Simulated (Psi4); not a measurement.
**UBHLYP/cc-pVDZ run of C2F3Si (SMILES [C]#C[Si](F)(F)F)**

What is the vertical doublet–quartet gap of C2F3Si at UBHLYP/cc-pVDZ? 

Program for the calculation: Psi4 1.11.

2 further runs of the same task are left out: 1 that didn't finish, 1 set aside as unsound or not needed.

## 1. Starting point

C2F3Si has 6 atoms, charge 0, and is taken as a doublet. As SMILES, `[C]#C[Si](F)(F)F`. The shape is that of a PBE0-D4/def2-TZVP optimisation.

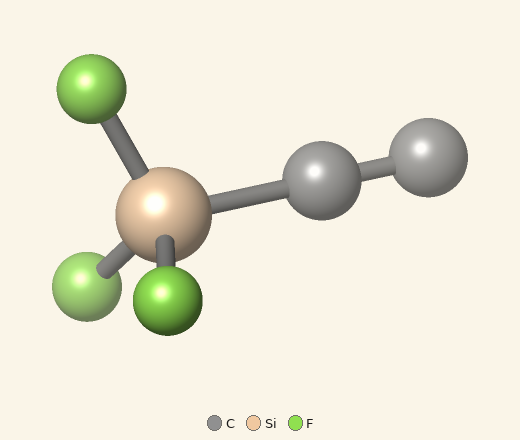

The structure, seen from a chosen angle (carbon grey, silicon light orange, fluorine green).

## 2. The energy at UBHLYP/cc-pVDZ

Input file calc.py:

```python
import psi4

psi4.set_memory(2200000000)
psi4.set_num_threads(1)
psi4.set_output_file('psi4.out', False)

molecule = psi4.geometry("""
0 2
C     -0.330200    -2.361200     0.703200
C     -0.165800    -1.214800     0.356500
Si     0.078600     0.488400    -0.158600
F     -1.011900     0.906200    -1.204900
F      1.491100     0.664500    -0.816000
F     -0.019800     1.452900     1.073600
units angstrom
symmetry c1
no_reorient
no_com
""")

psi4.set_options({
    'reference': 'uks',
    'puream': True,
    'e_convergence': 1e-09,
    'd_convergence': 1e-08,
    'scf_type': 'pk',
    'dft_radial_points': 99,
    'dft_spherical_points': 590,
    'maxiter': 100,
})

e_tot = psi4.energy("bhhlyp/cc-pVDZ")
print(f'total energy {e_tot:.8f} hartree = {e_tot * 27.211386:.5f} eV')
for k, v in sorted(psi4.core.scalar_variables().items()):
    print(f'{k:45s} {v:18.10f}')
```

Started as:

```sh
$ python calc.py
```

psi4.out:

```text
[...]
  Running in c1 symmetry.
[...]
  Nuclear repulsion =  286.699050461002571
[...]
  Multiplicity = 2
[...]
  Nalpha       = 27
  Nbeta        = 26
[...]
    Number of basis functions: 88
[...]
   @UKS iter   1:  -664.91387406065155   -7.61173e-01   7.47563e-03 ADIIS/DIIS
[...]
   @UKS iter  14:  -665.09199232521451   -1.02318e-12   5.55771e-09 DIIS
[...]
   @S^2 Observed:                7.973206204E-01
[...]
    Orbital Energies [Eh]
    ---------------------
    Alpha Occupied:
       1A    -67.324502     2A    -25.347076     3A    -25.347063
       4A    -25.347051     5A    -10.704681     6A    -10.635399
       7A     -5.768187     8A     -4.033664     9A     -4.033663
      10A     -4.031236    11A     -1.414591    12A     -1.384062
      13A     -1.384036    14A     -0.923440    15A     -0.724031
      16A     -0.637674    17A     -0.626535    18A     -0.626524
      19A     -0.571142    20A     -0.571141    21A     -0.552080
      22A     -0.546472    23A     -0.546456    24A     -0.528818
      25A     -0.494930    26A     -0.400274    27A     -0.400273
    Alpha Virtual:
[...]
  @UKS Final Energy:  -665.09199232521451
   => Energetics <=
    Nuclear Repulsion Energy =            286.6990504610025710
    One-Electron Energy =               -1490.9402863248119502
    Two-Electron Energy =                 571.7776484364294447
    DFT Exchange-Correlation Energy =     -32.6284048978346277
    Empirical Dispersion Energy =           0.0000000000000000
    VV10 Nonlocal Energy =                  0.0000000000000000
    Total Energy =                       -665.0919923252145054
[...]
 Multipole Moments:
 ------------------------------------------------------------------------------------
     Multipole            Electronic (a.u.)      Nuclear  (a.u.)        Total (a.u.)
 ------------------------------------------------------------------------------------
 L = 1.  Multiply by 2.5417464519 to convert [e a0] to [Debye]
 Dipole X            :         -4.3552944            4.2688913           -0.0864031
 Dipole Y            :        -24.4018110           23.7992108           -0.6026001
 Dipole Z            :          8.4743731           -8.2919293            0.1824438
 Magnitude           :                                                    0.6355141
[...]
```

Standard output:

```text
total energy -665.09199233 hartree = -18098.07493 eV
CURRENT ENERGY                                   -665.0919923252
CURRENT REFERENCE ENERGY                         -665.0919923252
DD SOLVATION ENERGY                                 0.0000000000
DFT FUNCTIONAL TOTAL ENERGY                      -665.0919923252
DFT TOTAL ENERGY                                 -665.0919923252
DFT VV10 ENERGY                                     0.0000000000
DFT XC ENERGY                                     -32.6284048978
GRID ELECTRONS ALPHA                               27.0000007056
GRID ELECTRONS BETA                                26.0000007024
GRID ELECTRONS TOTAL                               53.0000014080
NUCLEAR REPULSION ENERGY                          286.6990504610
ONE-ELECTRON ENERGY                             -1490.9402863248
PCM POLARIZATION ENERGY                             0.0000000000
PE ENERGY                                           0.0000000000
SCF ITERATION ENERGY                             -665.0919923252
SCF ITERATIONS                                     14.0000000000
SCF TOTAL ENERGY                                 -665.0919923252
TWO-ELECTRON ENERGY                               571.7776484364
XC GRID RADIAL POINTS                              99.0000000000
XC GRID SPHERICAL POINTS                          590.0000000000
XC GRID TOTAL POINTS                           334438.0000000000
```

It took 16 s on 1 thread of Intel Xeon 6975P-C (Granite Rapids), shared host; peak memory 1.1 GiB.

## 3. The quartet: energy and forces at UBHLYP/cc-pVDZ

Input file run.py:

```python
import numpy as np
from ase.calculators.psi4 import Psi4
from ase import Atoms

a = Atoms(['C', 'C', 'Si', 'F', 'F', 'F'], positions=[
    [-0.330200, -2.361200, 0.703200],
    [-0.165800, -1.214800, 0.356500],
    [0.078600, 0.488400, -0.158600],
    [-1.011900, 0.906200, -1.204900],
    [1.491100, 0.664500, -0.816000],
    [-0.019800, 1.452900, 1.073600],
])
calc = Psi4(atoms=a, method='bhhlyp', basis='cc-pVDZ', memory='2200MB', num_threads=1, charge=0, multiplicity=4, label='psi4-calc', reference='uks')
calc.psi4.set_options({'puream': True, 'e_convergence': 1e-09, 'd_convergence': 1e-08, 'scf_type': 'pk', 'dft_radial_points': 99, 'dft_spherical_points': 590, 'maxiter': 100})
a.calc = calc

forces = a.get_forces()
print(f'energy: {a.get_potential_energy():.6f} eV')
print('forces / eV A^-1')
print(np.round(forces, 5))
```

Started as:

```sh
$ python run.py
```

psi4-calc.dat, cut to the lines that bear on the results:

```text
[...]
  Running in c1 symmetry.
[...]
  Nuclear repulsion =  286.699050461002571
[...]
  Multiplicity = 4
[...]
  Nalpha       = 28
  Nbeta        = 25
[...]
    Number of basis functions: 88
[...]
   @UKS iter   1:  -664.75831922225154   -6.05618e-01   6.68201e-03 DIIS/ADIIS
[...]
   @UKS iter  89:  -664.89065586140532   -2.04636e-12   9.25926e-09 DIIS
[...]
   @S^2 Observed:                3.756224407E+00
[...]
  @UKS Final Energy:  -664.89065586140532
   => Energetics <=
    Nuclear Repulsion Energy =            286.6990504610025710
    One-Electron Energy =               -1490.9373838897058704
    Two-Electron Energy =                 571.9993111184838881
    DFT Exchange-Correlation Energy =     -32.6516335511859239
    Empirical Dispersion Energy =           0.0000000000000000
    VV10 Nonlocal Energy =                  0.0000000000000000
    Total Energy =                       -664.8906558614053210
[...]
 Multipole Moments:
 ------------------------------------------------------------------------------------
     Multipole            Electronic (a.u.)      Nuclear  (a.u.)        Total (a.u.)
 ------------------------------------------------------------------------------------
 L = 1.  Multiply by 2.5417464519 to convert [e a0] to [Debye]
 Dipole X            :          0.1703556           -0.3034592           -0.1331036
 Dipole Y            :          1.2350479           -2.1150673           -0.8800194
 Dipole Z            :         -0.3793116            0.6397464            0.2604347
 Magnitude           :                                                    0.9273494
[...]
  -Total Gradient:
     Atom            X                  Y                   Z
    ------   -----------------  -----------------  -----------------
       1        0.032331230824     0.223535377776    -0.067361776105
       2       -0.037425719028    -0.228582201887     0.065125730457
       3        0.005083800129     0.051293473980    -0.017430625380
       4        0.022670892586    -0.019632163892     0.026556383089
       5       -0.029506593490    -0.003984974045     0.019410901437
       6        0.006843911514    -0.022656208652    -0.026327088187
[...]
```

The script printed:

```text
energy: -18092.596301 eV
forces / eV A^-1
[[ -1.66254 -11.49465   3.46388]
 [  1.92451  11.75417  -3.3489 ]
 [ -0.26142  -2.63762   0.89632]
 [ -1.16578   1.00953  -1.36558]
 [  1.51729   0.20492  -0.99815]
 [ -0.35193   1.16503   1.35379]]
```

Wall time 80 s (1 thread of Intel Xeon 6975P-C (Granite Rapids), shared host); peak memory 1.1 GiB.

## 4. Summary of results

At UBHLYP/cc-pVDZ:

| quantity | value |
| --- | --- |
| doublet: total energy | -665.09199 Eh |
| doublet: dipole moment | 1.62 D |
| doublet: HOMO energy (highest over α and β) | -10.49 eV |
| doublet: LUMO energy (lowest over α and β) | -4.30 eV |
| doublet: ⟨S²⟩ | 0.797 |
| quartet: total energy | -664.89066 Eh |
| quartet: dipole moment | 2.36 D |
| quartet: HOMO energy (highest over α and β) | -4.97 eV |
| quartet: ⟨S²⟩ | 3.756 |
| quartet: largest force on an atom | 12.373 eV/Å |
| vertical energy of the quartet above the doublet | 5.479 eV |

In words: At this shape the quartet lies 5.48 eV (126 kcal/mol) above the doublet.
